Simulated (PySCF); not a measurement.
**C$_{4}$H$_{6}$N$_{2}$Si (SMILES C[Si](C)(C#N)C#N): density, localisation and related maps**

```xyz
13

Si    0.2072   -0.0062    0.1481
C     0.2943   -0.0166    2.0076
N     0.2986   -0.0210    3.1670
C     1.9806   -0.0172   -0.4166
N     3.0704   -0.0173   -0.8119
C    -0.5893    1.5767   -0.4138
H    -0.5834    1.6319   -1.5132
H    -0.0485    2.4481   -0.0168
H    -1.6323    1.6227   -0.0654
C    -0.6149   -1.5716   -0.4264
H    -1.6408   -1.6327   -0.0327
H    -0.0540   -2.4513   -0.0778
H    -0.6575   -1.5976   -1.5259
```

Geometry: PBE0-D3(BJ)/def2-SVP.

The calculation used PBE0/pcSseg-1, SCF density, gas phase, non-relativistic (PySCF 2.14.0).

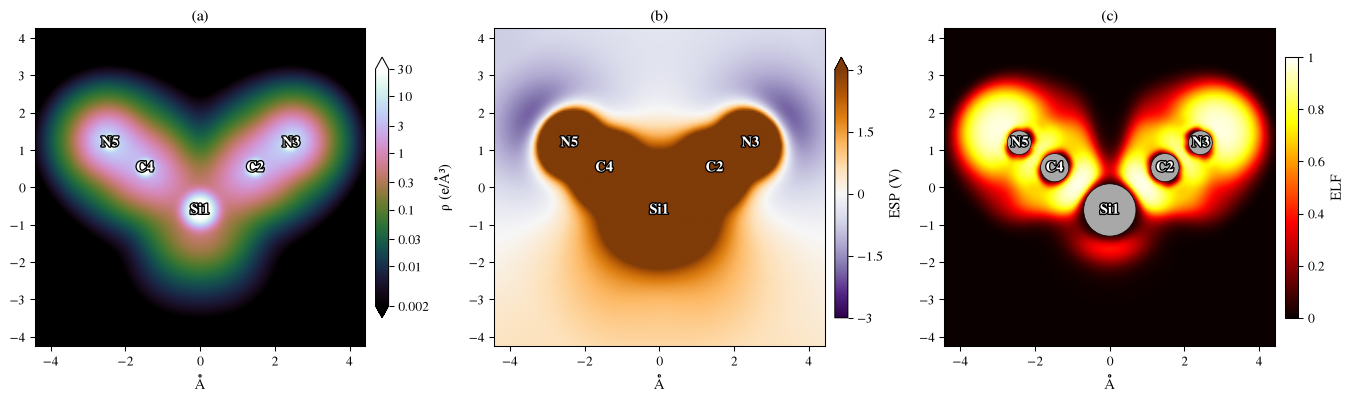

Figure 1. (a) electron density; (b) electrostatic potential; (c) electron localisation function on the plane of atoms C2, Si1 and C4. Grey discs cover the atomic cores in the ELF map.

### What does the map show?

The section cuts through Si, C and N sites.
C–N (1.16 Å): ρ is about 3.5 e/Å³ halfway; the ELF peaks at about 0.85 between the atoms; a multiple bond.
C–Si (1.86 Å): ρ is about 0.9 e/Å³ halfway; the ELF peaks at about 1 between the atoms: a covalent bond.
The ELF also peaks beside N3 and N5, away from the bonds: lone-pair regions.
Outside the dense part of the molecule the potential is most negative (−1.9 V) near N3 and N5.

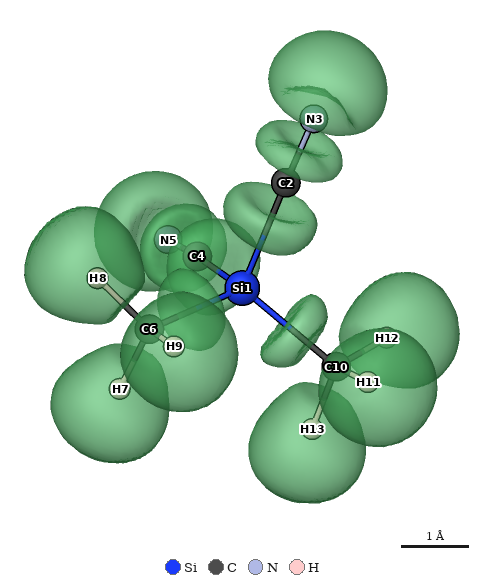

Figure 2. Isosurface of the ELF at 0.8 (green), seen at a tilt. Only the valence region is drawn (cores and ρ < 0.01 e/Å³ removed).

### Describe the localisation domains.

At this value the surface marks out two regions between bonded C–N atoms (shared pairs), four regions between bonded C–Si atoms (shared pairs), six regions around hydrogen nuclei and two lobes on N, pointing away from the bonds (lone pairs).

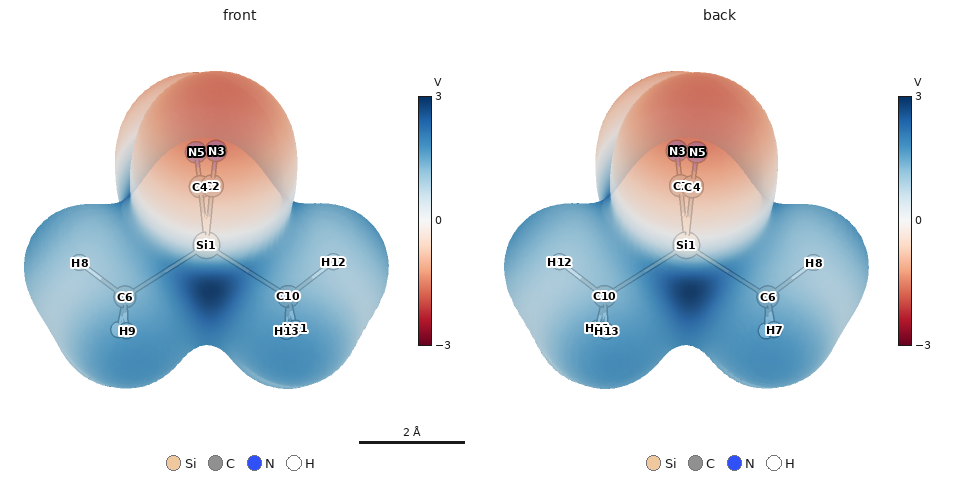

Figure 3. The molecular electrostatic potential painted on the density surface at 0.004 e/bohr³, seen from the front and from behind; red is negative and blue positive.

### Where is the surface potential most negative and most positive?

The most negative region (about −1.8 V) lies over N3 and N5, the most positive (about +2.8 V) over Si1.
